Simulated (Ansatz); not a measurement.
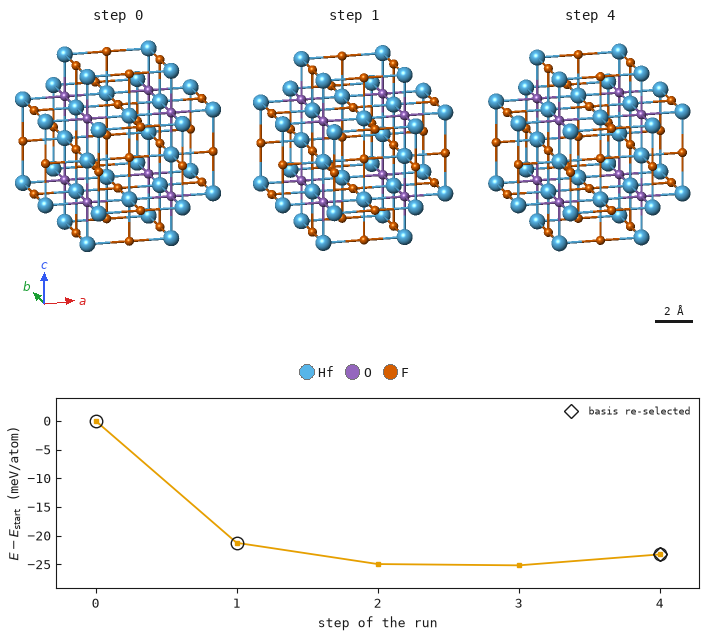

Frames of a relaxation of a crystal of Hf$_{3}$OF$_{3}$ (a generated structure, set up in Pm-3m) (coarse preliminary run), marked on the history of the run. A ball-and-stick model of the cell of the calculation, seen slightly off an axis.

Theory: Ansatz, DFT PBE, scalar-relativistic, plane waves, PAW.

The input:
```yaml
crystal:
  lattice:
    - [4.75868174, 0.0, 0.0]
    - [0.0, 4.75868174, 0.0]
    - [0.0, 0.0, 4.75868174]
  atoms:
    - { symbol: Hf, position: [0.5, 0.0, 0.0] }
    - { symbol: Hf, position: [0.0, 0.5, 0.0] }
    - { symbol: Hf, position: [0.0, 0.0, 0.5] }
    - { symbol: O, position: [0.0, 0.0, 0.0] }
    - { symbol: F, position: [0.0, 0.5, 0.5] }
    - { symbol: F, position: [0.5, 0.0, 0.5] }
    - { symbol: F, position: [0.5, 0.5, 0.0] }
basis:
  ecutwfc: 420
kpoints:
  mp_grid: { grid: [4, 4, 4] }
hamiltonian:
  xc: pbe
scf:
  occupations: { method: gaussian, width: 0.1 }
  lower_state_search: "off"
output:
  forces: true
  stress: true
  eigenvalues: true
relax:
  adjacent_minimum: "off"
  f_tol: 0.04
  max_steps: 70
  cell: { stress_tol: 0.4 }
```

Run as
```bash
ansatz run input.yaml --threads 1 --pin off --max-ram 2048MiB --backend cpu --events-out ev --progress --plain --runs-dir out
```

Describe the path.

Answer. The atoms keep their places relative to the cell (all moves are under 0.005 Å). The drawn cell changes as follows: a = b = c 4.759 → 4.658 Å (−2.1 %); the volume changes by −6.2 %. Among the contacts that change: Hf1–Hf2 3.365 → 3.294 Å, Hf1–O4 2.379 → 2.329 Å, Hf1–F6 2.379 → 2.329 Å. The space group stays Pm-3m (No. 221). After 3 accepted moves (4 points after the start) the energy has fallen by 23.3 meV per atom. All forces vanish by symmetry, so only the cell relaxes. The pressure goes from −7.05 to −0.28 GPa. At 1 point the geometry stayed and the basis and grid were re-selected for the new cell (energy shift of 1.9 meV per atom at most each time). From step 0 to 1: volume −8.9 %, energy −21.2 meV per atom. From step 1 to 4: volume +3.0 %, energy −2.0 meV per atom.

```json
{"step": "0", "E − E(0), meV/atom": "0.00", "pressure, GPa": "-7.05", "volume, Å³/atom": "15.394", "note": ""}
{"step": "1", "E − E(0), meV/atom": "-21.24", "pressure, GPa": "4.07", "volume, Å³/atom": "14.020", "note": ""}
{"step": "2", "E − E(0), meV/atom": "-24.94", "pressure, GPa": "-0.45", "volume, Å³/atom": "14.493", "note": ""}
{"step": "3", "E − E(0), meV/atom": "-25.17", "pressure, GPa": "0.00", "volume, Å³/atom": "14.442", "note": ""}
{"step": "4", "E − E(0), meV/atom": "-23.26", "pressure, GPa": "-0.28", "volume, Å³/atom": "14.442", "note": "same geometry, new basis"}
```

Limits of the set-up: an odd number of electrons was run without spin polarisation, which fails if the electron would localise.
